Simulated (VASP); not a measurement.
Band structure of PdIn (CsCl type). Level of theory: vdW-DF-cx, VASP's PBE PAW potentials (set 64) (plane waves; VASP).

Unless said otherwise, spin-orbit coupling is left out, though it shifts the bands of the heavy elements here.

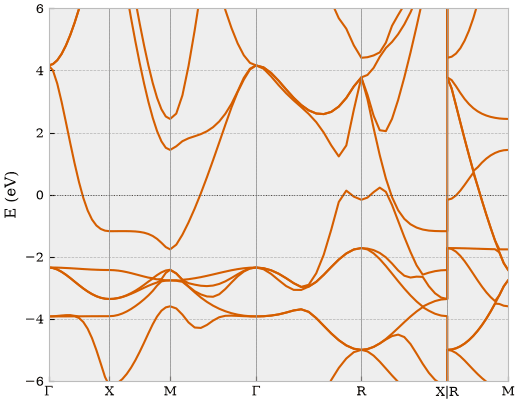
Figure. Bands along high-symmetry lines, zero at the valence-band maximum or, without a gap, the Fermi level

Read the plot: is there a gap, and where are the band edges?

It has no gap at this level: it comes out as a metal or semimetal. (Edges off the drawn lines would not show.)

The compound is PdIn in the CsCl type structure. It was relaxed first. The electron count is odd and the run is not spin-polarised, which forces a metal.
